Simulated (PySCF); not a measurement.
## Electronic structure of C4H10ClSi (doublet) in real space

| atom | x (Å) | y (Å) | z (Å) |
| --- | --- | --- | --- |
| C | -0.2710 | -1.4306 | -0.3301 |
| C | -0.2163 | -0.0995 | 0.4125 |
| Si | -1.9192 | 0.7681 | 0.3859 |
| C | 0.8751 | 0.8259 | -0.1865 |
| C | 2.2334 | 0.2759 | -0.0359 |
| Cl | 2.9717 | -0.5617 | -1.3155 |
| H | -0.5220 | -1.2753 | -1.3776 |
| H | 0.6848 | -1.9494 | -0.2850 |
| H | -1.0267 | -2.0794 | 0.1083 |
| H | 0.0664 | -0.3033 | 1.4513 |
| H | -2.9118 | -0.1046 | 1.0145 |
| H | -1.8217 | 2.0316 | 1.1191 |
| H | -2.2943 | 1.0296 | -1.0047 |
| H | 0.8246 | 1.7856 | 0.3388 |
| H | 0.6569 | 0.9982 | -1.2414 |
| H | 2.6624 | 0.0978 | 0.9349 |

Geometry: GFN2-xTB.

Computed with PySCF 2.14.0, density-fitted response routines, UKS B3LYP, pcH-1 on C Cl H Si, non-relativistic, mean-field spin-orbit, GIAO.

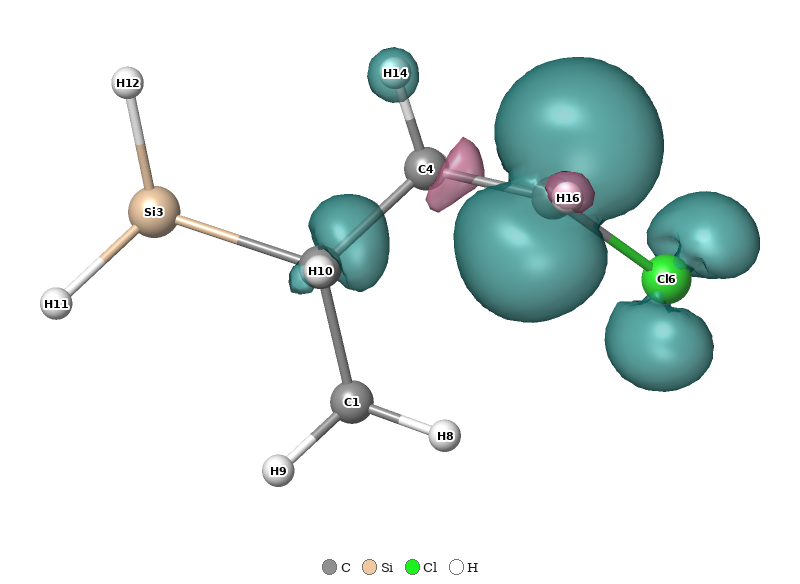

Figure 1. Isosurfaces of the spin density (α minus β) at +0.03 (teal) and −0.03 e/Å³ (pink), seen across its widest extent.

> Describe the spin distribution.

The unpaired spin (1 electron) lies mostly on C5 (about 0.6) and Cl6 (about 0.2), in electrons by Hirshfeld's partition.

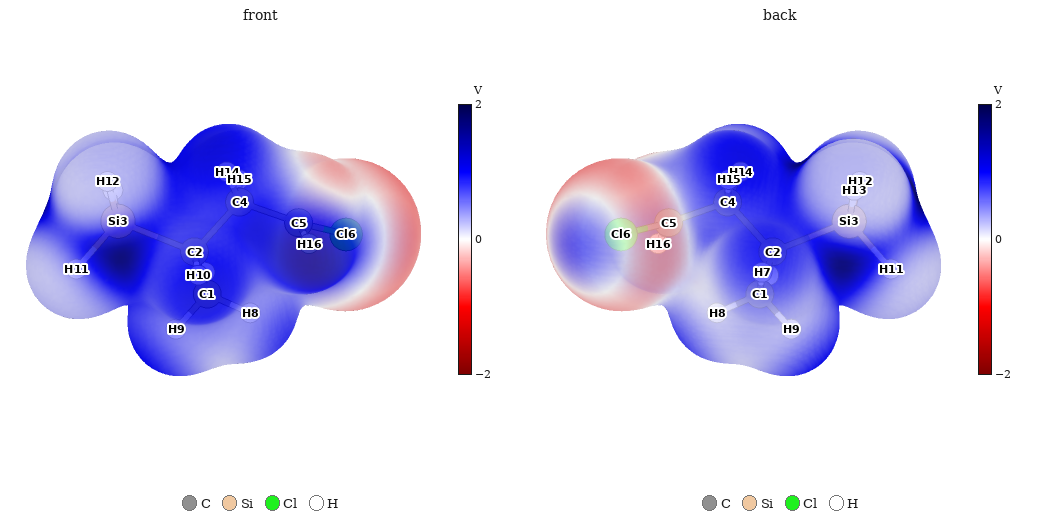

Figure 2. The molecular electrostatic potential painted on the density surface at 0.004 e/bohr³, seen from the front and from behind; the colour scale runs from red (negative) to blue (positive).

> Describe the electrostatic potential map.

The most negative region (about −0.5 V) lies over Cl6, the most positive (about +1.8 V) over Si3. Cl6 shows a σ-hole: about +0.7 V at the tip opposite its bond, against about −0.3 V on its flanks.
